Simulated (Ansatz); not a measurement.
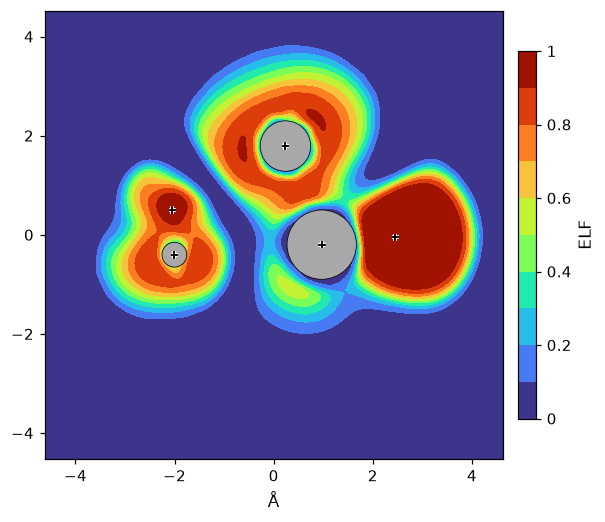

The electron localisation function on a plane through atoms (crosses mark nuclei in the plane; grey discs cover the cores).

All numbers below come from Ansatz 0.2.0, RKS PBE0-D4/def2-SVP.

Candidates:
A. CH9AsOSi2
B. ClH5Si2···HF
C. BF2H4N···H2O

> Which candidate gave the map?

Candidate B: ClH5Si2···HF on the plane of atoms H3, Si1 and Cl7, which holds Si, F, H and Cl. Si1···F2 (2.98 Å): the ELF dips to about 0.05 between them. Si–Cl (2.12 Å): the ELF peaks at about 0.85 between the atoms, as expected for a polar covalent bond.
